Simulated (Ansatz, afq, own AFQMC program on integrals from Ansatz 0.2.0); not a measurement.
# BH₃Br (doublet): AFQMC on the coupled-cluster ladder at distance B1–H4 along a hydrogen transfer = 1.348 Å, cc-pVTZ

How near does AFQMC come to the top of the ladder for BH₃Br (doublet)?

Program: Ansatz 0.2.0, Gaussian basis, and an in-house AFQMC program (afq) on its integrals; all values are calculated. Level of theory: cc-pVTZ, frozen cores. These are calculated values, not measurements.

Plan: PBE (unrestricted); CCSD(T) on UHF; r2SCAN (unrestricted); PBE0 (unrestricted); CCSD(T) on UHF; B3LYP (unrestricted); wB97M-V (unrestricted); CCSD(T) on UHF; B2PLYP (unrestricted); Phaseless AFQMC, CISD trial on UHF.

**1. The system**

The geometry derives from fragments relaxed apart (PBE0/def2-TZVP) and kept rigid, so it is no stationary point. A hydrogen atom is moved between rigid fragments. No spin-orbit coupling is included. The filled d shell of Br may be among the frozen orbitals whatever the setting's name suggests; the logs give the count.

5 atoms, charge 0, spin multiplicity 2.

Atoms are counted from 1 here; the program's logs count them from 0.

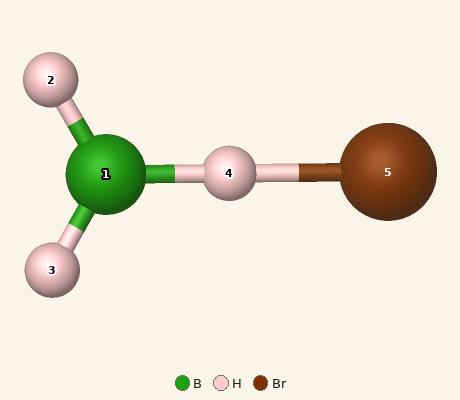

The geometry (boron green, hydrogen pink, bromine brown); atoms are numbered from 1 in the order of the file.

**2. PBE (unrestricted)**

in.yaml reads:

```yaml
crystal:
  periodic: [false, false, false]
  atoms:
    - {symbol: B, position_ang: [-2.630497, 0.000000, 0.000000]}
    - {symbol: H, position_ang: [-3.227230, 1.033571, 0.000000]}
    - {symbol: H, position_ang: [-3.227230, -1.033571, 0.000000]}
    - {symbol: H, position_ang: [-1.282497, 0.000000, 0.000000]}
    - {symbol: Br, position_ang: [0.453503, 0.000000, 0.000000]}
basis:
  gaussian: {orbitals: cc-pVTZ}
magnetization: {spin_polarized: true, initial_magnetization: 1}
hamiltonian: {xc: {name: PBE}}
output: {orbitals: {seedname: orbitals}}
```

Launch:

```bash
> ansatz run in.yaml --threads 1 --pin off --events-out ev --progress --plain --max-ram 8192MiB --backend cpu
```

Standard output:

```text
Functional definition: PBE
  name "PBE"
  cite "Perdew, Burke & Ernzerhof, Phys. Rev. Lett. 77, 3865 (1996) doi:10.1103/PhysRevLett.77.3865"
  parent pbe
  parameter kappa = 0.804
  parameter beta = 0.06672455060314922
  exchange = pbe_x(kappa = kappa, mu = beta*pi^2/3)
  correlation = pbe_c(beta = beta)
766 factors; their error is unknown
mean field evaluation 1: about -70756.8650 eV, gradient 1.5e1 eV
mean field evaluation 2: about -70755.5844 eV, gradient 1.9e1 eV
mean field evaluation 4: about -70758.4751 eV, gradient 1.2e0 eV
mean field evaluation 8: about -70758.4660 eV, gradient 3.5e-2 eV
mean field evaluation 16: about -70758.4660 eV, gradient 1.5e-5 eV
mean field evaluation 32: about -70756.5870 eV, gradient 2.9e-2 eV
mean field -70758.46598094 eV, -2600.3256629885 hartree, gradient 1.5e-5 eV, S^2 0.752555; 6 other end points of the search recorded, 0 dependent functions left out
reference -70758.46601538 eV, -2600.3256642545 hartree; 22, 21 occupied and 93, 94 virtual orbitals, 766 factors
Total energy: -70758.46601538 eV, -2600.3256642545 hartree
```

Run time: 7 s. Hardware: 1 thread of AMD EPYC 7R13 (Zen 3), shared host; peak memory 1.9 GiB.

From the report: ⟨S²⟩ of the determinant 0.753 (pure doublet: 0.75).

**3. CCSD(T) on UHF**

Edit in.yaml of step 2 so:

```diff
@@ -11,3 +11,2 @@
 magnetization: {spin_polarized: true, initial_magnetization: 1}
-hamiltonian: {xc: {name: PBE}}
-output: {orbitals: {seedname: orbitals}}
+correlation: {method: ccsd_t, electrons: outside_noble_gas, hamiltonian_folder: ham}
```

Launch:

```bash
> ansatz run in.yaml --threads 1 --pin off --events-out ev --progress --plain --max-ram 24576MiB --backend cuda --devices 0, --max-vram 18GiB
```

Standard output (excerpt; [...] marks lines left out):

```text
Functional definition: HF
  name "HF"
  cite "Fock, Z. Phys. 61, 126 (1930) doi:10.1007/BF01340294"
  parent pbe
[...]
678 factors; integrals over basis functions are off by at most 1.3e-3 eV
[...]
mean field -70717.39386731 eV, -2598.8162906523 hartree, gradient 2.5e-6 eV, S^2 0.776599; 12 other end points of the search recorded, 0 dependent functions left out
determinant -70717.39386731 eV, -2598.8162906523 hartree, with singles and doubles -70725.76190121 eV, -2599.1238102262 hartree
determinant -70715.85401067 eV, -2598.7597019646 hartree, with singles and doubles -70724.17994737 eV, -2599.0656744950 hartree
determinant -70715.82604037 eV, -2598.7586740751 hartree, with singles and doubles -70724.15112154 eV, -2599.0646151651 hartree
determinant -70712.88199846 eV, -2598.6504825303 hartree, with singles and doubles -70720.90781183 eV, -2598.9454257318 hartree
determinant -70712.59639228 eV, -2598.6399866971 hartree, with singles and doubles -70720.67169350 eV, -2598.9367485433 hartree
determinant -70712.58294265 eV, -2598.6394924322 hartree, with singles and doubles -70720.66439386 eV, -2598.9364802863 hartree
15 core orbitals not correlated: weight in the atoms' cores, before any rotation towards them, 1.000 or more for the frozen orbitals, at most 0.000 for the correlated occupied ones
reference -70717.39386731 eV, -2598.8162906523 hartree; 7, 6 occupied and 93, 94 virtual orbitals, 678 factors
second order -7.19537952 eV of doubles, -0.00000000 eV of singles
cycle   1  -8.24615482 eV  change   -4.2e-1 eV  update   1.7e-2
[...]
cycle   8  -8.25624121 eV  change   -4.6e-6 eV  update   1.3e-5
perturbative correction -0.26042563 eV, -0.0095704653 hartree
Total energy: -70725.91053414 eV, -2599.1292723858 hartree
```

It took 7.5 s on 1 × NVIDIA H100 80GB HBM3 with 1 thread of AMD EPYC 7R13 (Zen 3), shared host; peak host memory 1.9 GiB.

From the report: ⟨S²⟩ of the determinant 0.777 (pure doublet: 0.75); correlation -8.5167 eV; T1 0.012; largest double amplitude 0.05.

This run also writes the integrals to the folder ham.

**4. r2SCAN (unrestricted)**

Edit in.yaml of step 3 so:

```diff
@@ -11,2 +11,2 @@
 magnetization: {spin_polarized: true, initial_magnetization: 1}
-correlation: {method: ccsd_t, electrons: outside_noble_gas, hamiltonian_folder: ham}
+hamiltonian: {xc: {name: r2SCAN}}
```

Launch:

```bash
> ansatz run in.yaml --threads 1 --pin off --events-out ev --progress --plain --max-ram 8192MiB --backend cpu
```

Standard output:

```text
Functional definition: r2SCAN
  name "r2SCAN"
  cite "Furness, Kaplan, Ning, Perdew & Sun, J. Phys. Chem. Lett. 11, 8208 (2020) doi:10.1021/acs.jpclett.0c02405"
  cite "Furness, Kaplan, Ning, Perdew & Sun, J. Phys. Chem. Lett. 11, 9248 (2020) doi:10.1021/acs.jpclett.0c03077"
  parent r2scan
  parameter k0 = 0.174
  parameter k1 = 0.065
  parameter a1 = 4.9479
  exchange = r2scan_x(k0 = k0, k1 = k1, a1 = a1)
  correlation = r2scan_c
766 factors; their error is unknown
mean field evaluation 1: about -70768.4087 eV, gradient 1.2e1 eV
mean field evaluation 2: about -70768.2207 eV, gradient 1.3e1 eV
mean field evaluation 4: about -70769.4270 eV, gradient 8.2e-1 eV
mean field evaluation 8: about -70769.4127 eV, gradient 2.5e-1 eV
mean field evaluation 16: about -70769.4129 eV, gradient 1.4e-5 eV
mean field -70769.41288020 eV, -2600.7279541163 hartree, gradient 1.5e-5 eV, S^2 0.756015; 0 other end points of the search recorded, 0 dependent functions left out
reference -70769.41289186 eV, -2600.7279545449 hartree; 22, 21 occupied and 93, 94 virtual orbitals, 766 factors
Total energy: -70769.41289186 eV, -2600.7279545449 hartree
```

Wall time 4.3 s (1 thread of AMD EPYC 7R13 (Zen 3), shared host); peak memory 1.9 GiB.

From the report: ⟨S²⟩ of the determinant 0.756 (pure doublet: 0.75).

**5. PBE0 (unrestricted)**

Edit in.yaml of step 4 so:

```diff
@@ -11,2 +11,3 @@
 magnetization: {spin_polarized: true, initial_magnetization: 1}
-hamiltonian: {xc: {name: r2SCAN}}
+hamiltonian: {xc: {name: PBE0}}
+output: {orbitals: {seedname: orbitals}}
```

The command is unchanged.

Standard output:

```text
Functional definition: PBE0
  name "PBE0"
  cite "Adamo & Barone, J. Chem. Phys. 110, 6158 (1999) doi:10.1063/1.478522"
  cite "Perdew, Burke & Ernzerhof, Phys. Rev. Lett. 77, 3865 (1996) doi:10.1103/PhysRevLett.77.3865"
  parent pbe
  parameter a = 0.25
  parameter kappa = 0.804
  parameter beta = 0.06672455060314922
  exchange = (1 - a)*pbe_x(kappa = kappa, mu = beta*pi^2/3) + a*exact_x
  correlation = pbe_c(beta = beta)
805 factors; their error is unknown
mean field evaluation 1: about -70760.4389 eV, gradient 8.6e0 eV
mean field evaluation 2: about -70760.7210 eV, gradient 5.3e0 eV
mean field evaluation 4: about -70760.9222 eV, gradient 5.3e-1 eV
mean field evaluation 8: about -70761.1414 eV, gradient 2.4e-1 eV
mean field evaluation 16: about -70761.1416 eV, gradient 8.1e-6 eV
mean field -70761.14156008 eV, -2600.4239887084 hartree, gradient 8.1e-6 eV, S^2 0.755901; 0 other end points of the search recorded, 0 dependent functions left out
reference -70761.14158613 eV, -2600.4239896660 hartree; 22, 21 occupied and 93, 94 virtual orbitals, 805 factors
Total energy: -70761.14158613 eV, -2600.4239896660 hartree
```

Run time: 2.8 s. Hardware: 1 thread of AMD EPYC 7R13 (Zen 3), shared host; peak memory 1.9 GiB.

From the report: ⟨S²⟩ of the determinant 0.756 (pure doublet: 0.75).

**6. CCSD(T) on UHF**

Edit in.yaml of step 5 so:

```diff
@@ -9,5 +9,4 @@
 basis:
-  gaussian: {orbitals: cc-pVTZ}
+  gaussian: {orbitals: def2-TZVPP}
 magnetization: {spin_polarized: true, initial_magnetization: 1}
-hamiltonian: {xc: {name: PBE0}}
-output: {orbitals: {seedname: orbitals}}
+correlation: {method: ccsd_t, electrons: outside_noble_gas}
```

Launch:

```bash
> ansatz run in.yaml --threads 1 --pin off --events-out ev --progress --plain --max-ram 24576MiB --backend cuda --devices 0, --max-vram 18GiB
```

Standard output (excerpt; [...] marks lines left out):

```text
Functional definition: HF
  name "HF"
  cite "Fock, Z. Phys. 61, 126 (1930) doi:10.1007/BF01340294"
  parent pbe
[...]
739 factors; integrals over basis functions are off by at most 1.3e-3 eV
[...]
mean field -70716.13643881 eV, -2598.7700810073 hartree, gradient 4.5e-6 eV, S^2 0.776748; 6 other end points of the search recorded, 0 dependent functions left out
determinant -70716.13643881 eV, -2598.7700810073 hartree, with singles and doubles -70724.53461577 eV, -2599.0787083184 hartree
determinant -70714.59395182 eV, -2598.7133956561 hartree, with singles and doubles -70722.94540873 eV, -2599.0203060367 hartree
determinant -70714.56587131 eV, -2598.7123637162 hartree, with singles and doubles -70722.91703905 eV, -2599.0192634702 hartree
determinant -70711.63073852 eV, -2598.6044995760 hartree, with singles and doubles -70719.68285362 eV, -2598.9004093478 hartree
15 core orbitals not correlated: weight in the atoms' cores, before any rotation towards them, 1.000 or more for the frozen orbitals, at most 0.000 for the correlated occupied ones
reference -70716.13643881 eV, -2598.7700810073 hartree; 7, 6 occupied and 99, 100 virtual orbitals, 739 factors
second order -7.22097515 eV of doubles, -0.00000000 eV of singles
cycle   1  -8.27070102 eV  change   -4.4e-1 eV  update   1.8e-2
[...]
cycle   8  -8.28113268 eV  change   -4.8e-6 eV  update   1.4e-5
perturbative correction -0.26446562 eV, -0.0097189322 hartree
Total energy: -70724.68203710 eV, -2599.0841259522 hartree
```

Run time: 7.5 s. Hardware: 1 × NVIDIA H100 80GB HBM3 with 1 thread of AMD EPYC 7R13 (Zen 3), shared host; peak host memory 1.9 GiB.

From the report: ⟨S²⟩ of the determinant 0.777 (pure doublet: 0.75); correlation -8.5456 eV; T1 0.013; largest double amplitude 0.05.

**7. B3LYP (unrestricted)**

Edit in.yaml of step 6 so:

```diff
@@ -9,4 +9,4 @@
 basis:
-  gaussian: {orbitals: def2-TZVPP}
+  gaussian: {orbitals: cc-pVTZ}
 magnetization: {spin_polarized: true, initial_magnetization: 1}
-correlation: {method: ccsd_t, electrons: outside_noble_gas}
+hamiltonian: {xc: {name: B3LYP}}
```

Launch:

```bash
> ansatz run in.yaml --threads 1 --pin off --events-out ev --progress --plain --max-ram 8192MiB --backend cpu
```

Standard output (excerpt; [...] marks lines left out):

```text
Functional definition: B3LYP
  name "B3LYP"
  cite "Stephens, Devlin, Chabalowski & Frisch, J. Phys. Chem. 98, 11623 (1994) doi:10.1021/j100096a001"
  cite "Becke, Phys. Rev. A 38, 3098 (1988) doi:10.1103/PhysRevA.38.3098"
  cite "Lee, Yang & Parr, Phys. Rev. B 37, 785 (1988) doi:10.1103/PhysRevB.37.785"
  cite "Vosko, Wilk & Nusair, Can. J. Phys. 58, 1200 (1980) doi:10.1139/p80-159"
[...]
796 factors; their error is unknown
[...]
mean field -70771.58884091 eV, -2600.8079191977 hartree, gradient 6.7e-6 eV, S^2 0.754278; 0 other end points of the search recorded, 0 dependent functions left out
reference -70771.58906383 eV, -2600.8079273899 hartree; 22, 21 occupied and 93, 94 virtual orbitals, 796 factors
Total energy: -70771.58906383 eV, -2600.8079273899 hartree
```

It took 2.7 s on 1 thread of AMD EPYC 7R13 (Zen 3), shared host; peak memory 1.9 GiB.

From the report: ⟨S²⟩ of the determinant 0.754 (pure doublet: 0.75).

**8. wB97M-V (unrestricted)**

Edit in.yaml of step 7 so:

```diff
@@ -11,2 +11,3 @@
 magnetization: {spin_polarized: true, initial_magnetization: 1}
-hamiltonian: {xc: {name: B3LYP}}
+hamiltonian: {xc: {name: wB97M-V}}
+output: {orbitals: {seedname: orbitals}}
```

Launched as before.

Standard output (excerpt; [...] marks lines left out):

```text
Functional definition: wB97M-V
  name "wB97M-V"
  cite "Mardirossian & Head-Gordon, J. Chem. Phys. 144, 214110 (2016) doi:10.1063/1.4952647"
  cite "Becke, J. Chem. Phys. 107, 8554 (1997) doi:10.1063/1.475007"
  cite "Vydrov & Van Voorhis, J. Chem. Phys. 133, 244103 (2010) doi:10.1063/1.3521275"
  # Of w^i u^j: cxij and so on, Table III.
[...]
  gx(w, u) = 1 - cx + cx01*u + cx10*w
  gss(w, u) = css00 + css04*u^4 + css10*w + css20*w^2 + css43*w^4*u^3
  gos(w, u) = cos00 + cos10*w + (cos20 + cos21*u)*w^2 + (cos60 + cos61*u)*w^6
[...]
      + integral(e_c_pw_mod_opposite_spin*gos(b97_w_opposite, b97_u_opposite)) + vv10(b, c)
788 factors; their error is unknown
153 factors; integrals over basis functions are off by at most 4.1e-5 eV
[...]
mean field -70765.63908652 eV, -2600.5892697567 hartree, gradient 4.0e-5 eV, S^2 0.754791; 2 other end points of the search recorded, 0 dependent functions left out
reference -70765.63912624 eV, -2600.5892712162 hartree; 22, 21 occupied and 93, 94 virtual orbitals, 788 factors
Total energy: -70765.63912624 eV, -2600.5892712162 hartree
```

Run time: 11 s. Hardware: 1 thread of AMD EPYC 7R13 (Zen 3), shared host; peak memory 1.9 GiB.

From the report: ⟨S²⟩ of the determinant 0.755 (pure doublet: 0.75).

**9. CCSD(T) on UHF**

Edit in.yaml of step 8 so:

```diff
@@ -9,5 +9,4 @@
 basis:
-  gaussian: {orbitals: cc-pVTZ}
+  gaussian: {orbitals: "def2-QZVPP.json"}
 magnetization: {spin_polarized: true, initial_magnetization: 1}
-hamiltonian: {xc: {name: wB97M-V}}
-output: {orbitals: {seedname: orbitals}}
+correlation: {method: ccsd_t, electrons: outside_noble_gas}
```

Launch:

```bash
> ansatz run in.yaml --threads 1 --pin off --events-out ev --progress --plain --max-ram 24576MiB --backend cuda --devices 0, --max-vram 18GiB
```

Standard output (excerpt; [...] marks lines left out):

```text
Functional definition: HF
  name "HF"
  cite "Fock, Z. Phys. 61, 126 (1930) doi:10.1007/BF01340294"
  parent pbe
[...]
1461 factors; integrals over basis functions are off by at most 1.3e-3 eV
[...]
mean field -70717.52370371 eV, -2598.8210620521 hartree, gradient 7.2e-6 eV, S^2 0.777196; 6 other end points of the search recorded, 0 dependent functions left out
determinant -70717.52370371 eV, -2598.8210620521 hartree, with singles and doubles -70726.58480375 eV, -2599.1540513368 hartree
determinant -70715.98570191 eV, -2598.7645415284 hartree, with singles and doubles -70724.98880529 eV, -2599.0953994752 hartree
determinant -70715.95835602 eV, -2598.7635365855 hartree, with singles and doubles -70724.96199628 eV, -2599.0944142624 hartree
determinant -70713.02731207 eV, -2598.6558227072 hartree, with singles and doubles -70721.69501383 eV, -2598.9743548718 hartree
15 core orbitals not correlated: weight in the atoms' cores, before any rotation towards them, 1.000 or more for the frozen orbitals, at most 0.000 for the correlated occupied ones
reference -70717.52370371 eV, -2598.8210620521 hartree; 7, 6 occupied and 214, 215 virtual orbitals, 1461 factors
second order -7.86573270 eV of doubles, -0.00000000 eV of singles
cycle   1  -8.82736436 eV  change   -8.5e-1 eV  update   2.2e-2
[...]
cycle   9  -8.85100218 eV  change    5.7e-6 eV  update   7.0e-6
perturbative correction -0.31173856 eV, -0.0114561810 hartree
Total energy: -70726.68644445 eV, -2599.1577865636 hartree
```

It took 15 s on 1 × NVIDIA H100 80GB HBM3 with 1 thread of AMD EPYC 7R13 (Zen 3), shared host; peak host memory 1.9 GiB.

From the report: ⟨S²⟩ of the determinant 0.777 (pure doublet: 0.75); correlation -9.1627 eV; T1 0.013; largest double amplitude 0.04.

**10. B2PLYP (unrestricted)**

Edit in.yaml of step 9 so:

```diff
@@ -9,4 +9,5 @@
 basis:
-  gaussian: {orbitals: "def2-QZVPP.json"}
+  gaussian: {orbitals: cc-pVTZ}
 magnetization: {spin_polarized: true, initial_magnetization: 1}
-correlation: {method: ccsd_t, electrons: outside_noble_gas}
+hamiltonian: {xc: {name: B2PLYP}}
+correlation: {electrons: outside_noble_gas}
```

Launch:

```bash
> ansatz run in.yaml --threads 1 --pin off --events-out ev --progress --plain --max-ram 8192MiB --backend cpu
```

Standard output (excerpt; [...] marks lines left out):

```text
Functional definition: B2PLYP
  name "B2PLYP"
  cite "Grimme, J. Chem. Phys. 124, 034108 (2006) doi:10.1063/1.2148954"
  cite "Becke, Phys. Rev. A 38, 3098 (1988) doi:10.1103/PhysRevA.38.3098"
  cite "Lee, Yang & Parr, Phys. Rev. B 37, 785 (1988) doi:10.1103/PhysRevB.37.785"
[...]
678 factors; integrals over basis functions are off by at most 1.3e-3 eV
[...]
mean field -70755.78580910 eV, -2600.2271684903 hartree, gradient 5.7e-6 eV, S^2 0.761068; 0 other end points of the search recorded, 0 dependent functions left out
15 core orbitals not correlated: weight in the atoms' cores, before any rotation towards them, 1.000 or more for the frozen orbitals, at most 0.000 for the correlated occupied ones
reference -70755.78595110 eV, -2600.2271737088 hartree; 7, 6 occupied and 93, 94 virtual orbitals, 678 factors
second order -8.80409514 eV of doubles, -0.00000000 eV of singles
Total energy: -70758.16305679 eV, -2600.3145307315 hartree
```

Run time: 4.2 s. Hardware: 1 thread of AMD EPYC 7R13 (Zen 3), shared host; peak memory 1.9 GiB.

From the report: ⟨S²⟩ of the determinant 0.761 (pure doublet: 0.75).

**11. Phaseless AFQMC, CISD trial on UHF**

It reads the integrals that the CCSD(T) run on this determinant wrote.

Launch:

```bash
> afq ham --method phaseless --trial cisd --walkers 900 --populations 20 --least-time 60 --time-step 0.005 --steps-per-block 50 --equilibration-blocks 28 --max-blocks 4000 --target-error 0.00021 --factor-cut 1e-05 --start spin_pure --seed 2590 --release-times 0.24,0.51,0.99,1.62,2.4 --release-step 0.03 --release-every 3 --taylor-order 6
```

Standard output:

```text
orbitals 100  electrons 7 6  factors 618 of 678
reference energy -2598.81629065 Eh
CCSD correlation -0.30341134 Eh in 11 cycles, weight of the determinant in the CISD state 0.8727
energy of the start -2599.118459 Eh
 block  time / (1/Eh)  mean weight  energy / Eh
     1     0.250  0.9994  -2599.114477
     2     0.500  1.0000  -2599.118085
     3     0.750  1.0000  -2599.120579
     4     1.000  0.9996  -2599.123211
     5     1.250  1.0000  -2599.125749
     6     1.500  1.0000  -2599.127046
     7     1.750  0.9998  -2599.128457
     8     2.000  1.0006  -2599.128601
     9     2.250  0.9994  -2599.130227
    10     2.500  0.9994  -2599.130003
    13     3.250  1.0004  -2599.130719
    16     4.000  0.9993  -2599.129811
    19     4.750  1.0002  -2599.130346
    22     5.500  0.9997  -2599.130634
    25     6.250  1.0001  -2599.129999
    28     7.000  0.9997  -2599.132327
    31     7.750  1.0000  -2599.130843
    34     8.500  0.9997  -2599.131645
    37     9.250  1.0001  -2599.131130
    40    10.000  0.9997  -2599.131529
    43    10.750  0.9999  -2599.130820
    46    11.500  0.9998  -2599.131518
    49    12.250  0.9998  -2599.130786
    52    13.000  1.0009  -2599.129004
    55    13.750  0.9994  -2599.130263
    58    14.500  0.9997  -2599.132044
    61    15.250  1.0000  -2599.129821
    64    16.000  0.9996  -2599.130497
    67    16.750  1.0002  -2599.131811
    70    17.500  1.0004  -2599.131626
    73    18.250  1.0005  -2599.129970
    76    19.000  0.9993  -2599.130015
    79    19.750  1.0000  -2599.130815
    82    20.500  0.9998  -2599.130993
    85    21.250  0.9997  -2599.129321
    88    22.000  1.0007  -2599.131521
    91    22.750  1.0007  -2599.128896
    94    23.500  1.0000  -2599.129724
    97    24.250  1.0006  -2599.130786
   100    25.000  1.0003  -2599.130036
   103    25.750  1.0004  -2599.131507
   106    26.500  0.9998  -2599.130382
   109    27.250  1.0011  -2599.128638
   112    28.000  1.0000  -2599.131236
   115    28.750  1.0002  -2599.130761
   118    29.500  0.9997  -2599.131061
   121    30.250  0.9998  -2599.130331
   124    31.000  0.9986  -2599.131494
   127    31.750  1.0004  -2599.130489
   130    32.500  1.0003  -2599.131118
   133    33.250  0.9993  -2599.130153
   136    34.000  0.9990  -2599.131555
   139    34.750  1.0006  -2599.131068
   142    35.500  1.0006  -2599.131870
   145    36.250  0.9995  -2599.130519
   148    37.000  1.0007  -2599.131204
   151    37.750  0.9999  -2599.131241
   154    38.500  1.0008  -2599.130050
   157    39.250  0.9996  -2599.130158
error from the spread of 20 populations
released: time / (1/Eh)  energy / Eh  error  mean overlap
  0.24  -2599.130728  0.000158  0.9960
  0.51  -2599.130743  0.000155  0.9961
  0.99  -2599.130985  0.000175  0.9846
  1.62  -2599.130837  0.000208  0.9811
  2.40  -2599.131062  0.000217  0.9655
energy -2599.130694 +/- 0.000206 Eh
```

Run time: 2.2 min. Hardware: 1 × NVIDIA H100 80GB HBM3 with 2 threads of AMD EPYC 7R13 (Zen 3), shared host; peak host memory 1.9 GiB.

Energy -70725.9492 ± 0.0056 eV. Caveats: constraint bias not in the error.

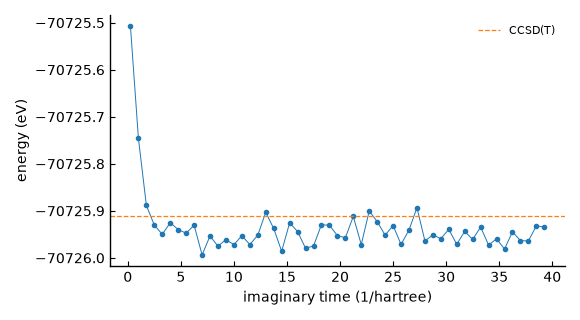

Block energies along the walk.

**12. All levels side by side**

On the UHF determinant, counted from CCSD(T) (a yardstick, not exact):

```csv
level,energy (eV),from CCSD(T) (kJ/mol),statistical error (kJ/mol),time
HF,-70717.3939,+821.7,,
MP2,-70724.5892,+127.5,,
CCSD,-70725.6501,+25.1,,
CCSD(T),-70725.9105,0.0,,
"Phaseless AFQMC, CISD trial, step 0.005, 900 walkers",-70725.9492,-3.7,0.5,2.2 min
```

The functionals' totals stand on their own zeros and serve differences with other points: PBE -70758.466 eV; r2SCAN -70769.413 eV; PBE0 -70761.142 eV; B3LYP -70771.589 eV; wB97M-V -70765.639 eV; B2PLYP -70758.163 eV.

**13. Summary of results**

| quantity | value |
| --- | --- |
| Phaseless AFQMC, CISD trial on UHF from CCSD(T) | -3.7 ± 0.5 kJ/mol |

In words: On UHF the phaseless walk with the CISD trial lies -3.7 kJ/mol from CCSD(T), 7 times its error bar. Error bars are statistical and leave out the constraint, the time step and what remains of the start.
